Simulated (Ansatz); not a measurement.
# C3H8BF2N: molecular dynamics (part 4 of 4)

Continued. System: C3H8BF2N, SMILES CCN(C)B(F)F. Method: RKS BLYP-d4/6-31G* (Ansatz 0.2.0). The geometry comes from this level: PBE0-D4/def2-TZVP.

Geometry of the input (Å):
```
C  -0.0100  -1.9598  -0.1344
C  0.5154  -0.5929  -0.5135
N  -0.1028  0.5522  0.1339
C  0.4833  1.8002  -0.3077
B  -1.1327  0.5569  1.0755
F  -1.5860  1.7103  1.5759
F  -1.7271  -0.5422  1.5367
H  -1.0676  -2.0726  -0.3740
H  0.5473  -2.7112  -0.6977
H  0.1198  -2.1680  0.9279
H  1.5938  -0.5530  -0.3065
H  0.4150  -0.4584  -1.5993
H  1.5550  1.8269  -0.0790
H  0.0035  2.6437  0.1832
H  0.3711  1.9175  -1.3916
```

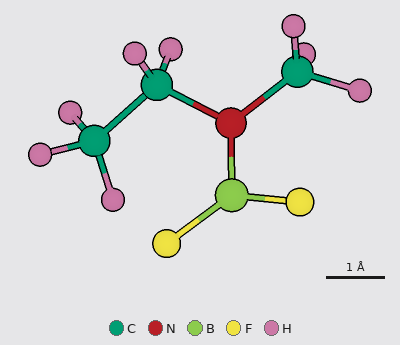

**Figure 1.** The geometry at step 44 of the log (ball-and-stick view, seen at a tilt).

### Trajectory as extended XYZ, continued
```
15
Properties=species:S:1:pos:R:3:forces:R:3 step=37 time_fs=74.0 energy=-10841.31689 temperature=724.4
C     0.1998   -2.0695   -0.1117   -2.9310   2.1987   2.8686
C     0.2721   -0.6359   -0.6648    0.1951   1.0227  -0.8582
N    -0.0283    0.5178    0.2078   -1.6769   0.5993   0.8097
C     0.5858    1.8859   -0.1363   -0.6216  -2.9547  -5.2063
B    -1.2351    0.5841    1.0549    2.2329  -0.9071  -0.3265
F    -1.5671    1.8256    1.5092   -0.6362  -0.9284   0.2093
F    -1.7713   -0.6000    1.5405   -0.1155   1.7194  -0.4553
H    -0.6533   -2.6018   -0.5534    0.0132  -0.1141   0.0129
H     1.0673   -2.5826   -0.2736    2.6740  -1.6704  -0.3955
H    -0.0233   -1.9763    1.0350    0.5761  -0.5141  -1.7804
H     1.2121   -0.3223   -1.1255    0.8807  -0.6670   0.1383
H    -0.3630   -0.6071   -1.5446   -0.8000   0.1639  -0.5503
H     1.6692    1.6988   -0.5364   -1.3526   0.6377   1.5093
H     0.3012    2.3759    0.7361    0.5399   2.1462   1.2398
H     0.0452    2.3405   -1.2043    1.0219  -0.7321   2.7846
15
Properties=species:S:1:pos:R:3:forces:R:3 step=38 time_fs=76.0 energy=-10841.17988 temperature=620.9
C     0.1965   -2.0609   -0.1020   -1.5171   0.6180   1.6873
C     0.2672   -0.6317   -0.6642    0.1113   0.9691  -0.4382
N    -0.0401    0.5265    0.2141   -0.5430   0.1768   0.0939
C     0.6140    1.8822   -0.1517   -8.5356  -0.7813  -0.3737
B    -1.2039    0.5783    1.0564    0.7534  -0.8530   0.4511
F    -1.5663    1.8356    1.5065   -0.3844  -1.4592   0.0834
F    -1.7890   -0.6231    1.5420    0.4562   2.4178  -0.7591
H    -0.6811   -2.6297   -0.5862    1.0957   0.5954   0.9163
H     1.1293   -2.5619   -0.3237    0.4105  -0.5483   0.1356
H     0.0329   -1.9198    1.0586    0.3411  -0.9063  -2.0422
H     1.1993   -0.3674   -1.1536    1.1354  -0.3183   0.2918
H    -0.3544   -0.5632   -1.5329   -1.2480  -0.0074  -0.9040
H     1.4968    1.7302   -0.5236    6.2394  -0.6937  -0.8483
H     0.2511    2.4135    0.7264    1.3280   1.2016  -0.2076
H     0.0929    2.3030   -1.1536    0.3573  -0.4111   1.9137
15
Properties=species:S:1:pos:R:3:forces:R:3 step=39 time_fs=78.0 energy=-10841.54384 temperature=711.7
C     0.1884   -2.0504   -0.0868    1.0652  -0.4457  -0.8984
C     0.2627   -0.6243   -0.6650   -0.1747   1.0294  -1.6087
N    -0.0535    0.5357    0.2207    0.9444  -0.1000  -0.8295
C     0.6148    1.8759   -0.1682   -4.0366  -1.3202   2.7572
B    -1.1701    0.5695    1.0595   -0.9843  -0.5421   1.4240
F    -1.5664    1.8425    1.5039   -0.1309  -1.9447  -0.0295
F    -1.8058   -0.6412    1.5420    0.9767   2.8216  -0.9729
H    -0.6670   -2.6347   -0.5839    0.9787   0.5832   1.0794
H     1.2071   -2.5622   -0.3686   -1.7399   0.4656   0.7197
H     0.1021   -1.8981    1.0039   -0.1167  -0.8751  -0.2009
H     1.2300   -0.4246   -1.1704    0.2672  -0.0346   0.6828
H    -0.3935   -0.5195   -1.5559   -0.3122  -0.2539   0.1187
H     1.5633    1.7351   -0.5433    3.1532  -0.3483   0.4676
H     0.2518    2.4971    0.7088    1.6938   0.0678  -0.9997
H     0.1543    2.2498   -1.0297   -1.5840   0.8970  -1.7098
15
Properties=species:S:1:pos:R:3:forces:R:3 step=40 time_fs=80.0 energy=-10841.23499 temperature=661.8
C     0.1837   -2.0412   -0.0744    2.7196  -0.1025  -3.5501
C     0.2576   -0.6136   -0.6709   -0.3108   0.8152  -2.1725
N    -0.0643    0.5445    0.2250    2.3079  -0.1894  -1.5816
C     0.6027    1.8654   -0.1759    2.6249  -2.3544   3.9529
B    -1.1397    0.5588    1.0676   -2.5893  -0.1589   2.2992
F    -1.5667    1.8455    1.5013    0.1024  -2.3161  -0.0926
F    -1.8206   -0.6536    1.5399    1.3888   3.0186  -1.0835
H    -0.6154   -2.6175   -0.5403   -0.3483  -0.2184   0.4521
H     1.2182   -2.5446   -0.3859   -1.9590   0.5491   0.7651
H     0.1668   -1.9098    0.9416   -0.3902  -0.4301   2.9459
H     1.2709   -0.4832   -1.1611   -0.6144   0.3502   0.8123
H    -0.4446   -0.4856   -1.5743    0.5995  -0.4400   0.8210
H     1.7505    1.7266   -0.5452   -2.2243   0.2242   1.6026
H     0.3174    2.5832    0.6529    1.2722  -0.5548  -0.6139
H     0.1550    2.2309   -0.9712   -2.5790   1.8074  -4.5572
15
Properties=species:S:1:pos:R:3:forces:R:3 step=41 time_fs=82.0 energy=-10841.45769 temperature=751.0
C     0.1878   -2.0324   -0.0735    2.6842   1.5599  -0.4592
C     0.2516   -0.6003   -0.6839   -0.3822   0.2884  -1.2891
N    -0.0686    0.5529    0.2250    2.8561  -0.1929  -1.6458
C     0.5990    1.8474   -0.1708    1.2119   0.1388  -1.7501
B    -1.1187    0.5475    1.0840   -3.4044   0.1473   2.5023
F    -1.5668    1.8439    1.4985    0.2708  -2.5125  -0.0548
F    -1.8326   -0.6599    1.5357    1.6312   3.0822  -1.0668
H    -0.5771   -2.6086   -0.4794   -1.9006  -1.1736  -0.3391
H     1.1543   -2.5060   -0.3740   -0.4509  -0.1279   0.2030
H     0.2166   -1.9380    0.9921   -0.4113  -0.3517   0.9747
H     1.2883   -0.5284   -1.1207   -0.7175   0.7287   0.4514
H    -0.4727   -0.4686   -1.5613    0.8057  -0.4421   0.6130
H     1.8527    1.7267   -0.4857   -3.4688   0.1195   1.0751
H     0.4317    2.6481    0.5735    0.4289  -0.5863   0.2194
H     0.0569    2.2812   -1.0873    0.8471  -0.6778   0.5661
15
Properties=species:S:1:pos:R:3:forces:R:3 step=42 time_fs=84.0 energy=-10841.29147 temperature=682.4
C     0.2004   -2.0186   -0.0741   -1.7266   1.7440   2.3428
C     0.2442   -0.5861   -0.7009   -0.2403  -0.3004   0.7594
N    -0.0652    0.5607    0.2204    2.1751  -0.2511  -0.8459
C     0.5992    1.8297   -0.1714    0.7820   1.0405  -3.0992
B    -1.1097    0.5367    1.1093   -3.0944   0.3883   1.7120
F    -1.5664    1.8371    1.4956    0.3114  -2.5160   0.1092
F    -1.8413   -0.6599    1.5293    1.7027   2.9992  -0.9197
H    -0.6115   -2.6446   -0.4315   -0.6139  -0.0546   0.1881
H     1.0732   -2.4723   -0.3543    2.6177  -1.6024  -0.8993
H     0.2507   -1.9796    1.0799   -0.4378  -0.0702  -1.5350
H     1.2782   -0.5456   -1.0631   -0.0107   0.9163  -0.2378
H    -0.4699   -0.4684   -1.5248    0.1695  -0.2766  -0.4747
H     1.8212    1.7315   -0.3848   -3.0134  -0.2554   0.1263
H     0.5625    2.6905    0.5024   -0.5103  -0.4848   0.7560
H    -0.0087    2.3056   -1.1816    1.8891  -1.2766   2.0178
15
Properties=species:S:1:pos:R:3:forces:R:3 step=43 time_fs=86.0 energy=-10841.36233 temperature=678.5
C     0.2076   -1.9992   -0.0672   -1.9374  -0.5626   1.9300
C     0.2362   -0.5729   -0.7156    0.2759  -0.6306   2.5803
N    -0.0557    0.5679    0.2135    0.5720  -0.5813   0.5091
C     0.6020    1.8155   -0.1820   -1.7684   2.0121  -2.2805
B    -1.1119    0.5273    1.1407   -1.9674   0.6226   0.2205
F    -1.5653    1.8252    1.4929    0.2066  -2.3041   0.3798
F    -1.8465   -0.6538    1.5210    1.5952   2.7077  -0.6577
H    -0.6695   -2.6827   -0.3763    0.8979   1.1298   0.4428
H     1.0922   -2.5000   -0.3690    1.1507  -0.8278  -0.5574
H     0.2680   -2.0240    1.1089   -0.3206   0.3767  -1.9769
H     1.2677   -0.5278   -1.0145    0.6004   0.8311  -0.7841
H    -0.4607   -0.4789   -1.5065   -0.6184  -0.1034  -1.5341
H     1.6739    1.7265   -0.2790    0.6929  -0.9290  -1.1787
H     0.6737    2.7144    0.4603   -1.3735  -0.5868   0.8495
H    -0.0017    2.2809   -1.1982    1.9941  -1.1545   2.0574
15
Properties=species:S:1:pos:R:3:forces:R:3 step=44 time_fs=88.0 energy=-10841.20575 temperature=674.3
C     0.2085   -1.9816   -0.0540    0.0360  -2.4081  -0.1909
C     0.2290   -0.5616   -0.7219    0.4309  -0.5481   2.0376
N    -0.0447    0.5734    0.2080   -1.2489  -1.1574   1.7349
C     0.5991    1.8077   -0.2000   -5.8983   2.6147  -0.2858
B    -1.1210    0.5202    1.1729   -0.6050   0.8162  -1.3714
F    -1.5638    1.8086    1.4910   -0.0167  -1.8427   0.7103
F    -1.8485   -0.6422    1.5114    1.3118   2.1791  -0.3146
H    -0.6931   -2.6776   -0.3042    1.1513   1.2973   0.0868
H     1.1554   -2.5594   -0.4051   -1.3609   0.6855   0.2775
H     0.2730   -2.0539    1.0622   -0.0305   0.7164  -0.5739
H     1.2802   -0.4782   -0.9959    0.0996   0.4818  -0.8415
H    -0.4752   -0.4933   -1.5469    0.0504  -0.1100  -0.7075
H     1.5533    1.6859   -0.2183    6.7449  -1.6913  -1.7647
H     0.7323    2.7158    0.4507   -1.7468  -0.6801   0.6939
H     0.0818    2.2118   -1.1358    1.0823  -0.3535   0.5092
15
Properties=species:S:1:pos:R:3:forces:R:3 step=45 time_fs=90.0 energy=-10841.26274 temperature=701.3
C     0.2095   -1.9717   -0.0414    1.2365  -1.8620  -2.9632
C     0.2231   -0.5521   -0.7217    0.5664  -0.4475   0.7097
N    -0.0371    0.5758    0.2072   -2.4155  -1.4930   2.0921
C     0.5772    1.8083   -0.2189    4.7274  -1.0982   5.8673
B    -1.1323    0.5159    1.2002    0.5622   0.9047  -2.5975
F    -1.5624    1.7882    1.4906   -0.3086  -1.1451   1.0469
F    -1.8479   -0.6261    1.5012    0.9048   1.4606   0.0480
H    -0.6726   -2.6228   -0.2288    0.0888   0.4688  -0.5498
H     1.1664   -2.5925   -0.4305   -1.9327   1.1415   0.5419
H     0.2769   -2.0564    0.9935    0.4402   0.7810   2.3563
H     1.2965   -0.4101   -1.0096   -0.7131  -0.0007  -0.5798
H    -0.4877   -0.5119   -1.6144    0.8818  -0.0717   0.6314
H     1.6909    1.5806   -0.2253   -0.5883   0.0401  -1.1772
H     0.7240    2.6911    0.4676   -1.4526  -0.7809   0.2619
H     0.2067    2.1292   -1.0539   -1.9971   2.1023  -5.6880
15
Properties=species:S:1:pos:R:3:forces:R:3 step=46 time_fs=92.0 energy=-10841.57017 temperature=792.4
C     0.2145   -1.9678   -0.0384    2.1282  -0.0483  -1.6540
C     0.2192   -0.5441   -0.7192    0.7736  -0.4806   0.0682
N    -0.0361    0.5740    0.2123   -2.5851  -1.3144   1.6360
C     0.5705    1.8054   -0.2189    4.4838  -1.1661   1.0127
B    -1.1416    0.5149    1.2182    1.4094   0.8331  -3.3373
F    -1.5615    1.7656    1.4922   -0.6176  -0.2461   1.3513
F    -1.8454   -0.6071    1.4911    0.4231   0.6500   0.3570
H    -0.6487   -2.5500   -0.1744   -1.7277  -0.7914  -0.9364
H     1.1033   -2.5818   -0.4352   -1.0618   0.6783   0.2646
H     0.2976   -2.0290    1.0151    0.5657   0.8181   1.6103
H     1.2854   -0.3420   -1.0455   -0.8496  -0.4081  -0.2505
H    -0.4664   -0.5333   -1.6577    0.8315   0.0828   1.1701
H     1.8061    1.4768   -0.2772   -2.6049   1.1058  -0.4722
H     0.6601    2.6365    0.4946   -0.8777  -0.1614   0.1761
H     0.2552    2.1272   -1.1899   -0.2910   0.4485  -0.9959
15
Properties=species:S:1:pos:R:3:forces:R:3 step=47 time_fs=94.0 energy=-10841.44937 temperature=754.7
C     0.2263   -1.9641   -0.0407   -0.9314   1.6345   1.8882
C     0.2177   -0.5376   -0.7166    0.8977  -0.6593   0.3414
N    -0.0423    0.5687    0.2218   -2.1473  -0.9767   0.7658
C     0.5782    1.7987   -0.2156    3.2497  -1.5274  -2.7249
B    -1.1459    0.5169    1.2244    1.9111   0.5662  -3.6862
F    -1.5620    1.7424    1.4966   -0.9091   0.7871   1.6174
F    -1.8420   -0.5868    1.4816   -0.0488  -0.1523   0.5945
H    -0.6910   -2.5075   -0.1559   -0.9731  -0.3347  -0.4992
H     0.9997   -2.5452   -0.4297    1.6268  -1.2031  -0.8934
H     0.3399   -1.9703    1.0983    0.2647   0.5279  -1.1897
H     1.2419   -0.2896   -1.0909   -0.1983  -0.5830  -0.0002
H    -0.4133   -0.5515   -1.6562   -0.0072   0.2173   0.7677
H     1.8213    1.4154   -0.3473   -2.7145   1.5482   0.2015
H     0.5626    2.5757    0.5284   -0.3159   0.6430   0.1923
H     0.2925    2.1423   -1.3640    0.2957  -0.4875   2.6248
15
Properties=species:S:1:pos:R:3:forces:R:3 step=48 time_fs=96.0 energy=-10841.37886 temperature=727.0
C     0.2351   -1.9551   -0.0369   -2.8459   1.5722   2.5390
C     0.2190   -0.5332   -0.7128    1.0373  -0.9083   1.3452
N    -0.0544    0.5606    0.2334   -1.3061  -0.7388  -0.2788
C     0.5965    1.7871   -0.2212    1.7517  -0.9822  -2.4571
B    -1.1433    0.5209    1.2173    1.9786   0.1945  -3.6300
F    -1.5642    1.7209    1.5043   -1.1242   1.7588   1.8150
F    -1.8387   -0.5668    1.4734   -0.4111  -0.8407   0.7391
H    -0.7705   -2.4779   -0.1565    0.9136   0.5311   0.0652
H     0.9583   -2.5547   -0.4584    1.9959  -1.6297  -1.0461
H     0.3924   -1.8913    1.1359    0.0107  -0.0015  -2.1566
H     1.1908   -0.2595   -1.1364    0.7370  -0.5278   0.1392
H    -0.3605   -0.5614   -1.6253   -1.2540   0.2271  -0.3662
H     1.7314    1.4136   -0.4096   -1.7353   1.4871   0.7967
H     0.4531    2.5396    0.5694    0.3279   0.3830  -0.6809
H     0.3412    2.1386   -1.4372   -0.0762  -0.5247   3.1762
15
Properties=species:S:1:pos:R:3:forces:R:3 step=49 time_fs=98.0 energy=-10841.51623 temperature=752.5
C     0.2348   -1.9411   -0.0250   -0.7128  -0.5814  -0.1450
C     0.2237   -0.5318   -0.7046    0.8733  -0.9988   1.1040
N    -0.0701    0.5505    0.2443    0.0326  -0.5419  -1.4629
C     0.6203    1.7723   -0.2347   -3.9642   1.1904  -0.2530
B    -1.1337    0.5256    1.1973    1.3993  -0.0974  -2.9717
F    -1.5688    1.7029    1.5157   -1.1601   2.3797   1.8627
F    -1.8363   -0.5485    1.4667   -0.5865  -1.3052   0.7575
H    -0.8150   -2.4279   -0.1546    1.5552   0.5950   0.3947
H     0.9933   -2.6266   -0.5272   -0.6765   0.6086   0.6498
H     0.4454   -1.8124    1.0910   -0.0375  -0.4155  -1.2765
H     1.1678   -0.2496   -1.1765    0.9512  -0.4708   0.3612
H    -0.3557   -0.5626   -1.6085   -1.5547   0.1791  -0.5566
H     1.5751    1.4687   -0.4413    3.5029  -0.1829   0.6051
H     0.3560    2.5181    0.5844    1.0975  -0.0456  -1.4693
H     0.3871    2.1147   -1.3881   -0.7195  -0.3133   2.4000
15
Properties=species:S:1:pos:R:3:forces:R:3 step=50 time_fs=100.0 energy=-10841.36723 temperature=717.0
C     0.2322   -1.9289   -0.0135    0.4786  -1.2279  -3.1996
C     0.2313   -0.5335   -0.6930    0.1706  -0.9126  -0.8397
N    -0.0857    0.5389    0.2512    1.9494  -0.2067  -2.8165
C     0.6315    1.7614   -0.2490   -6.3686   1.1419   3.2239
B    -1.1191    0.5299    1.1667   -0.0136  -0.1419  -1.5049
F    -1.5757    1.6897    1.5309   -0.9349   2.4399   1.6658
F    -1.8350   -0.5329    1.4616   -0.5528  -1.4966   0.6316
H    -0.8000   -2.3551   -0.1376    0.7655   0.0227   0.5270
H     1.0024   -2.6752   -0.5712   -1.5317   1.4903   1.3055
H     0.4968   -1.7495    0.9971    0.3945  -0.4313   1.3777
H     1.1813   -0.2577   -1.2028    0.3043  -0.4761   0.6863
H    -0.4105   -0.5569   -1.6129   -0.4825   0.1561   0.5689
H     1.5529    1.5169   -0.4498    6.1767  -1.0860   0.4824
H     0.3010    2.4948    0.5431    1.3742   0.2303  -1.0790
H     0.4055    2.0787   -1.2472   -1.7299   0.4979  -1.0294
```
